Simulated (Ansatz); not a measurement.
```tsv
atom	x (Å)	y (Å)	z (Å)
C	0.9501	2.2451	0.3791
C	-0.4916	1.7859	0.1510
C	1.0716	-1.5702	-0.7325
In	-0.7065	-0.3142	-0.4765
H	1.5624	2.1473	-0.5328
H	1.0048	3.3036	0.6919
H	1.4521	1.6522	1.1618
H	-1.0993	1.9094	1.0644
H	-0.9894	2.4007	-0.6191
H	-2.2945	-0.9951	-0.7760
H	1.0083	-2.4491	-0.0713
H	1.1249	-1.9355	-1.7706
H	1.9909	-1.0129	-0.5016
```

Geometry: B3LYP-D3(BJ)/def2-SVP; core potentials replace the inner electrons of In.

Computed with isolated molecule in a Gaussian basis; Kohn-Sham density functional theory, functional PBE0 (Ansatz 0.2.0).

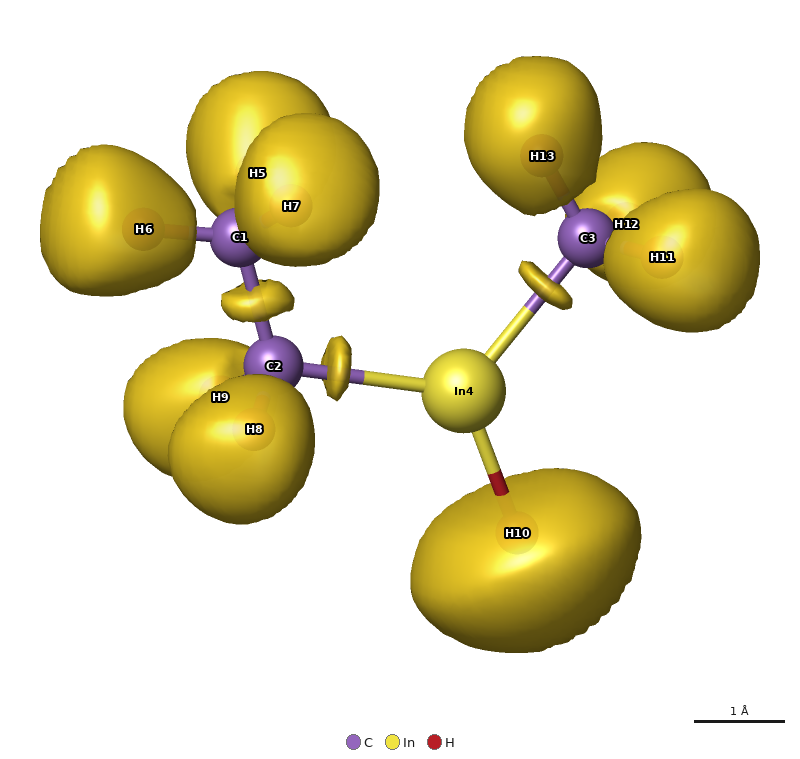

C$_{3}$H$_{9}$In (SMILES C[CH2][InH][CH3]). Isosurface of the electron localisation function at 0.85 (yellow), seen at a tilt. Only the valence region is drawn (cores and ρ < 0.01 e/Å³ removed).

> Describe the localisation domains.

The ELF exceeds this value in one region between bonded C–C atoms (shared pairs), nine regions around hydrogen nuclei and two lobes of the valence shell of C pointing towards In (polar bonds). Along the contacts the grid gives the following. C–C (1.53 Å): the ELF peaks at about 0.95 between the atoms: a shared electron pair. C–In (2.19 Å): the ELF peaks at about 0.90 in the valence shell of C, 0.7 Å from its nucleus, and drops to about 0.20 between the two atoms.
